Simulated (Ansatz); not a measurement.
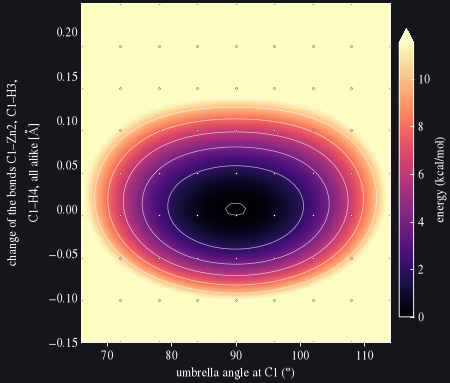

CH₃Zn, SMILES [CH2][ZnH], spin multiplicity 2. Coordinates scanned: (1) umbrella angle at C1 (between each of its bonds and their common axis; 90 is planar); (2) change of the bonds C1–Zn2, C1–H3, C1–H4, all alike. Nothing is relaxed (all other coordinates rigid). The grid has 9 × 9 points; 45 points were computed and 36 follow by symmetry. Points are written as (first, second). All energies are given in kcal/mol relative to the lowest grid point. Theory: Ansatz, UKS PBE-D4/def2-TZVP.

In the figure: a smooth colour map with a few white contour lines, dots at the grid points, one colour for all values above the top of the scale. Between grid points the surface is interpolated.

### Where is the minimum, and how stiff is the well along each coordinate?

The interpolated minimum is at the first coordinate ≈ 90.0°, the second coordinate ≈ 0.000 Å. The curvatures there are about 4.9 eV/rad² and 81 eV/Å², with a cross term of about 0 eV/(rad·Å). Round the minimum the two coordinates are nearly uncoupled. (1 eV is 23.1 kcal/mol.)
